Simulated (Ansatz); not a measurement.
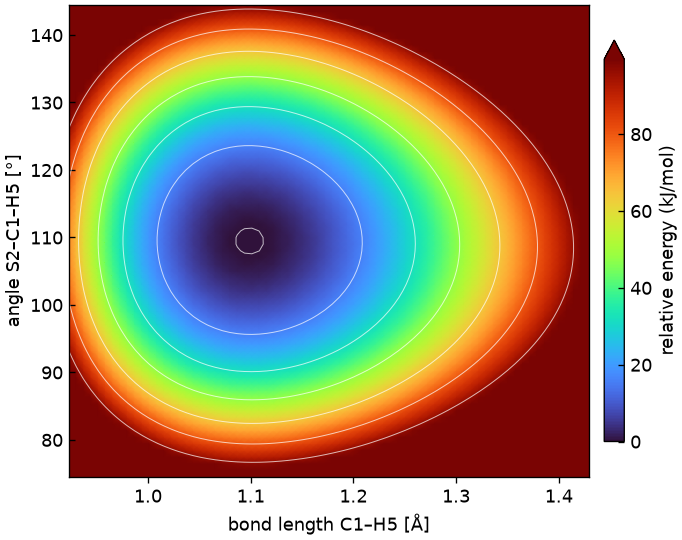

Energy landscape of C2H4SSi, SMILES CSC#[SiH]. The first coordinate is: bond length C1–H5; the second: angle S2–C1–H5. Nothing is relaxed (all other coordinates rigid). The scan uses a 9 × 9 grid. Points are written as (first, second). Energies: kJ/mol, counted from the lowest grid point. The calculation used RKS wB97X-V/def2-SVP in Ansatz 0.2.0.

The picture shows a smooth colour map with a few white contour lines, one colour for all values above the top of the scale. Between grid points the surface is interpolated. 

### Summarise what can be read from the map.

The lowest grid point is at (1.113 Å, 109.5°). No other kind of well shows on this grid. The highest grid point, (1.429 Å, 144.5°), lies 205 kJ/mol above the lowest. Round the minimum the two coordinates are nearly uncoupled.

The input of one point:

```yaml
crystal:
  periodic: [false, false, false]
  atoms:
    - { symbol: C, position_ang: [0.052114, 1.418763, -0.424372] }
    - { symbol: S, position_ang: [0.856206, 0.346571, 0.818286] }
    - { symbol: C, position_ang: [0.059821, -1.056971, 0.789549] }
    - { symbol: Si, position_ang: [-0.806822, -2.539577, 0.947819] }
    - { symbol: H, position_ang: [0.178743, 0.973798, -1.436666] }
    - { symbol: H, position_ang: [-1.015414, 1.519227, -0.183159] }
    - { symbol: H, position_ang: [0.545132, 2.402014, -0.381177] }
    - { symbol: H, position_ang: [0.131465, -3.067742, -0.138121] }
basis:
  gaussian: { orbitals: def2-SVP }
hamiltonian:
  xc: { name: wB97X-V }
output:
  forces: true
```

Time for the 81 points that were run: 16 min on 1 thread of Intel(R) Xeon(R) Processor @ 2.70GHz, with other jobs on the host.
